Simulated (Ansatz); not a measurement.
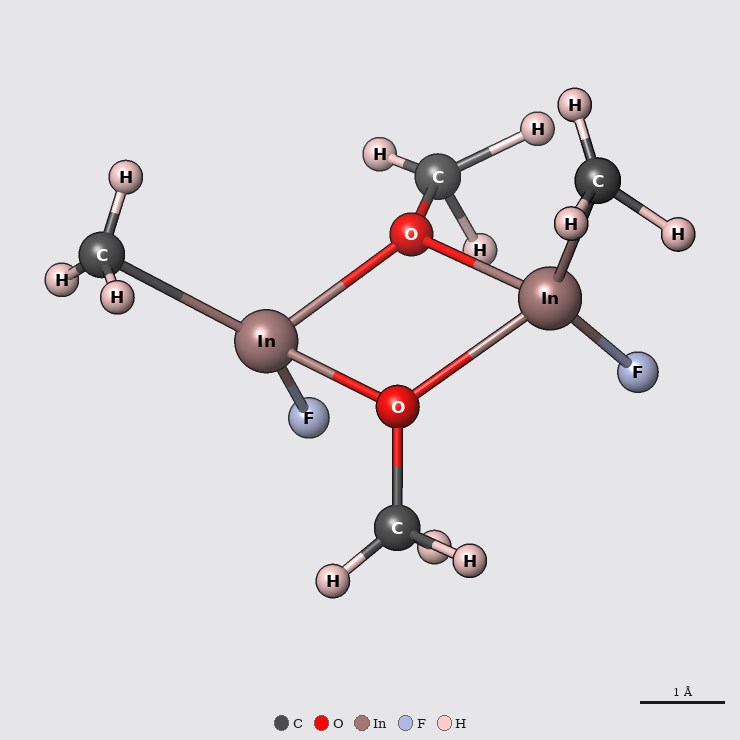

The picture shows the input geometry.

Ansatz 0.2.0 input:

```yaml
crystal:
  periodic: [false, false, false]
  atoms:
    - {symbol: C, position_ang: [0.629589, 2.131710, -1.460097]}
    - {symbol: O, position_ang: [0.295996, 1.174835, -0.413072]}
    - {symbol: In, position_ang: [-1.784848, 0.562745, 0.191777]}
    - {symbol: C, position_ang: [-2.658971, 0.943811, 2.225442]}
    - {symbol: F, position_ang: [-2.620373, 0.205769, -1.618107]}
    - {symbol: O, position_ang: [-0.335227, -1.293064, 0.031801]}
    - {symbol: C, position_ang: [-0.805291, -2.635127, -0.364288]}
    - {symbol: In, position_ang: [1.658302, -0.349291, -0.275361]}
    - {symbol: C, position_ang: [3.356534, -0.676538, 1.393905]}
    - {symbol: F, position_ang: [1.360833, -0.847090, -2.093921]}
    - {symbol: H, position_ang: [0.241763, 1.424370, -2.541790]}
    - {symbol: H, position_ang: [-0.130495, 3.102158, -1.369287]}
    - {symbol: H, position_ang: [1.529092, 2.587881, -1.656662]}
    - {symbol: H, position_ang: [-2.593606, 0.142134, 2.782000]}
    - {symbol: H, position_ang: [-3.456888, 1.456569, 1.544845]}
    - {symbol: H, position_ang: [-2.228240, 1.818785, 2.434680]}
    - {symbol: H, position_ang: [-2.104054, -2.839005, -0.154292]}
    - {symbol: H, position_ang: [-1.102154, -2.505943, -1.566277]}
    - {symbol: H, position_ang: [-0.184927, -3.365707, -0.458124]}
    - {symbol: H, position_ang: [2.864993, -1.270239, 2.000039]}
    - {symbol: H, position_ang: [3.291448, 0.210269, 1.467770]}
    - {symbol: H, position_ang: [3.891469, -1.185402, 0.685260]}
basis:
  gaussian: {orbitals: x2c-TZVPPall, final_grid: {core_spheres: 8, valence_spheres: 7, degree: 23}}
magnetization: {spin_polarized: true, initial_magnetization: 0}
hamiltonian: {xc: {name: rPW86-PBE}, dispersion: d3bjatm}
output: {forces: true}
```

It was started with:

```sh
ansatz run in.yaml --threads 4 --pin off --events-out ev --progress --plain --max-ram 66560MiB --backend cuda --devices 0, --max-vram 37GiB
```

What the program printed:

```
Functional definition: rPW86-PBE
  name "rPW86-PBE"
  cite "Murray, Lee & Langreth, J. Chem. Theory Comput. 5, 2754 (2009) doi:10.1021/ct900365q"
  cite "Perdew, Burke & Ernzerhof, Phys. Rev. Lett. 77, 3865 (1996) doi:10.1103/PhysRevLett.77.3865"
  parent pbe
  exchange = rpw86_x
  correlation = pbe_c
3148 factors; their error is unknown
mean field evaluation 1: about -334002.1604 eV, gradient 1.1e2 eV
mean field evaluation 2: about -333798.5973 eV, gradient 2.3e2 eV
mean field evaluation 4: about -334050.3595 eV, gradient 2.4e1 eV
mean field evaluation 8: about -334053.1950 eV, gradient 7.1e-1 eV
mean field evaluation 16: about -334053.1504 eV, gradient 1.9e-2 eV
mean field -334053.15040839 eV, -12276.2268481503 hartree, gradient 3.8e-5 eV, S^2 0.000000; 0 other end points of the search recorded, 0 dependent functions left out
the calculation of the forces begins
reference -334053.15057244 eV, -12276.2268541793 hartree; 84, 84 occupied and 452, 452 virtual orbitals, 3148 factors
Total energy: -334053.68473014 eV, -12276.2464841125 hartree
Relativity: scalar
Atom 0 at     0.629589     2.131710    -1.460097 Å, force    -7.382686    -1.129777    -2.934286 eV/Å
Atom 1 at     0.295996     1.174835    -0.413072 Å, force     0.505071     2.721498     0.334602 eV/Å
Atom 2 at    -1.784848     0.562745     0.191777 Å, force     1.585148    -1.828375    -0.670626 eV/Å
Atom 3 at    -2.658971     0.943811     2.225442 Å, force    -2.108030     3.493797    -7.068507 eV/Å
Atom 4 at    -2.620373     0.205769    -1.618107 Å, force     0.012209     0.364578     0.536058 eV/Å
Atom 5 at    -0.335227    -1.293064     0.031801 Å, force    -0.911644    -1.448139     1.098558 eV/Å
Atom 6 at    -0.805291    -2.635127    -0.364288 Å, force    -8.503845     6.796617    -3.873758 eV/Å
Atom 7 at     1.658302    -0.349291    -0.275361 Å, force     0.389148    -1.612688     2.407740 eV/Å
Atom 8 at     3.356534    -0.676538     1.393905 Å, force    -0.620881    -7.764863    -4.290056 eV/Å
Atom 9 at     1.360833    -0.847090    -2.093921 Å, force     0.415015    -0.551948    -2.357976 eV/Å
Atom 10 at     0.241763     1.424370    -2.541790 Å, force     1.331721     2.555325     2.614487 eV/Å
Atom 11 at    -0.130495     3.102158    -1.369287 Å, force     1.561599    -2.311646    -0.269102 eV/Å
Atom 12 at     1.529092     2.587881    -1.656662 Å, force     2.879207     0.215384     0.426694 eV/Å
Atom 13 at    -2.593606     0.142134     2.782000 Å, force    -0.495805    -3.949996     2.694263 eV/Å
Atom 14 at    -3.456888     1.456569     1.544845 Å, force    -0.461741    -1.957072     2.085200 eV/Å
Atom 15 at    -2.228240     1.818785     2.434680 Å, force     2.535041     2.938709     1.943106 eV/Å
Atom 16 at    -2.104054    -2.839005    -0.154292 Å, force     3.880460     0.135427     0.594220 eV/Å
Atom 17 at    -1.102154    -2.505943    -1.566277 Å, force     0.940925    -0.195634     2.210088 eV/Å
Atom 18 at    -0.184927    -3.365707    -0.458124 Å, force     4.006519    -4.675187     0.809966 eV/Å
Atom 19 at     2.864993    -1.270239     2.000039 Å, force    -2.310965    -2.725152     3.353663 eV/Å
Atom 20 at     3.291448     0.210269     1.467770 Å, force     0.486936    11.720760     1.682168 eV/Å
Atom 21 at     3.891469    -1.185402     0.685260 Å, force     2.266599    -0.791617    -1.326500 eV/Å
Dipole moment:     0.276333     0.580984     1.055014 e Å
```

The calculation finished and met its thresholds.
